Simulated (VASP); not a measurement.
Band structure of SnC (relaxed from the zinc blende structure, space group F-43m). Calculation: PBEsol GGA, VASP's PBE PAW potentials (set 64) (plane waves; VASP).

Unless said otherwise, spin-orbit coupling is left out, though it shifts the bands of the heavy elements here.

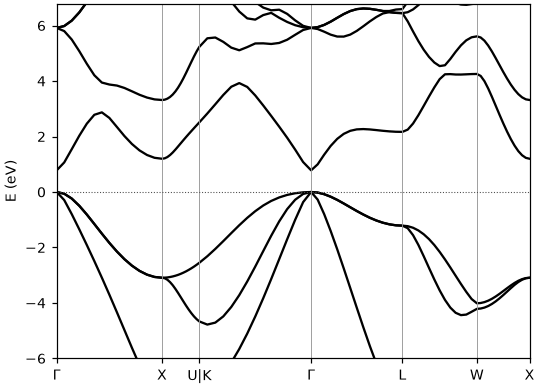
Figure: Bands along high-symmetry lines, zero at the valence-band maximum or, without a gap, the Fermi level

Q: Read the plot: is there a gap, and where are the band edges?

A: The gap is direct, 0.78 eV, from the valence maximum at Γ to the conduction minimum at Γ. (Edges off the drawn lines would not show.)

The structure was generated: SnC was put into the zinc blende type (F-43m), which need not be its known phase. It was relaxed first.
